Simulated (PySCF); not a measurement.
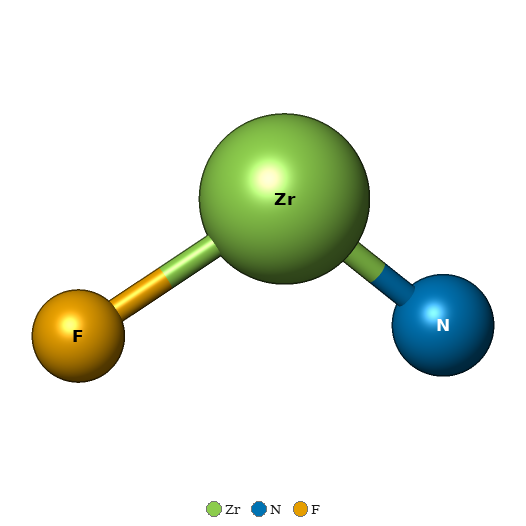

A molecule with one transition-metal atom. The species is neutral and a spin singlet. The geometry was computed by an optimisation with PBE0/def2-TZVP with core potentials.

**Describe the coordination sphere.**

Zr binds 2 atoms: 1 N at 1.70 Å, 1 F at 1.96 Å. The arrangement is bent.

**Give the formal oxidation state and the d-electron count.**

Zr(IV), d⁰, counting the ligands as closed-shell ions or neutral donors.

The search tried a few shapes and spins; others may lie lower.
